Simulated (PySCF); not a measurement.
# C₄H₁₂OSi₂ (SMILES [SiH3]O[SiH2]CC1CC1): what the fields show

Input file:

```
{"job": {"kind": "uv", "xc": "CAM-B3LYP", "basis": "def2-SVPD", "nstates": 8, "ntriplets": 3}, "charge": 0, "multiplicity": 1}
Si     3.727236    -0.594334    -0.018437
O      2.450483     0.394541     0.063886
Si     0.973729     1.037004     0.253613
C     -0.292708    -0.357933     0.513389
C     -1.697365     0.161851     0.693243
C     -2.502573     0.554300    -0.506291
C     -2.874688    -0.668660     0.279350
H      4.054886    -1.001520     1.347358
H      4.786461     0.199697    -0.634263
H      3.353107    -1.746665    -0.838660
H      0.713414     1.783444    -0.977223
H      1.063854     1.905870     1.428290
H     -0.016435    -0.952962     1.388567
H     -0.272753    -1.039388    -0.340344
H     -1.821799     0.773127     1.579418
H     -3.143462     1.420592    -0.444841
H     -2.056175     0.414800    -1.479092
H     -3.770812    -0.640721     0.881230
H     -2.684205    -1.633794    -0.166327
```

Command:

```sh
OMP_NUM_THREADS=1 python probes_run.py task.json out
```

Geometry: GFN2-xTB.

The calculation used CAM-B3LYP/def2-SVPD, SCF density, gas phase in PySCF.

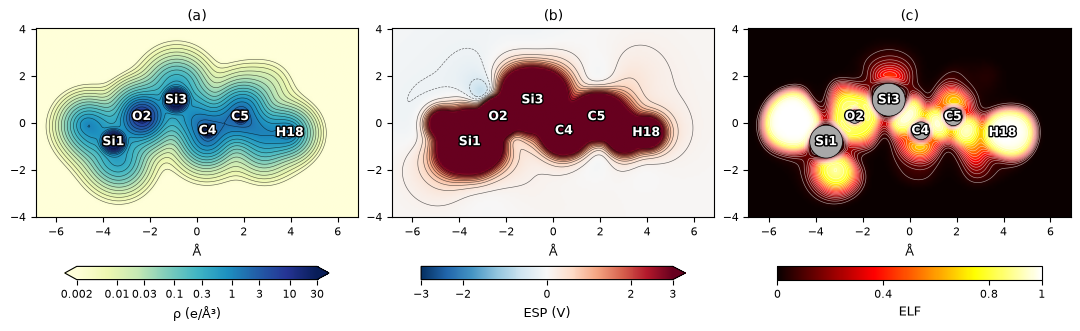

Figure 1. (a) electron density; (b) electrostatic potential; (c) ELF on the plane of atoms O2, Si3 and C4. Grey discs cover the atomic cores in the ELF map.

**What does the map show?**

The section cuts through Si, O, C and H sites.
C–C (1.51 Å): the density is about 1.7 e/Å³ at the midpoint; the ELF peaks at about 0.95 between the atoms, as expected for localised, covalent bonding.
Si–O (1.62 Å): ρ is about 1.1 e/Å³ halfway; the ELF peaks at about 0.85 between the atoms: a short, strongly polar bond.
C–Si (1.90 Å): the density is about 0.96 e/Å³ at the midpoint; the ELF peaks at about 1 between the atoms, as expected for a covalent bond.
The ELF also peaks beside O2, away from the bonds: lone-pair regions.
Outside the dense part of the molecule the potential is most negative (−0.7 V) near O2.

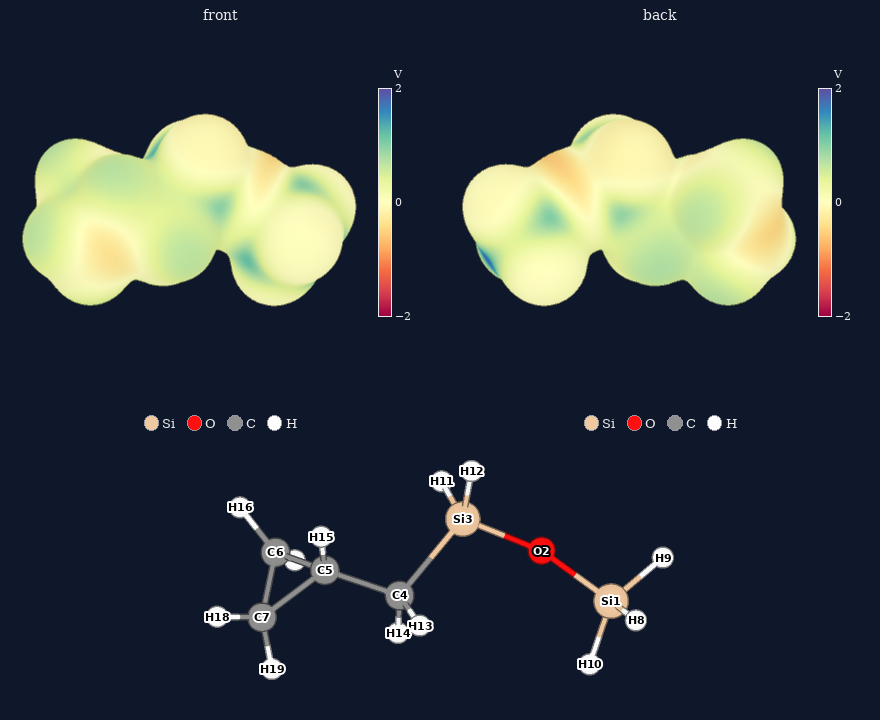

Figure 2. The electrostatic potential painted on the density surface at 0.002 e/bohr³, seen from the front and from behind; the colour scale runs from red (negative) to blue (positive). The bare structure is drawn below in the same view.

**Where is the surface potential most negative and most positive?**

The most negative region (about −0.5 V) lies over O2, the most positive (about +1.4 V) over Si1.
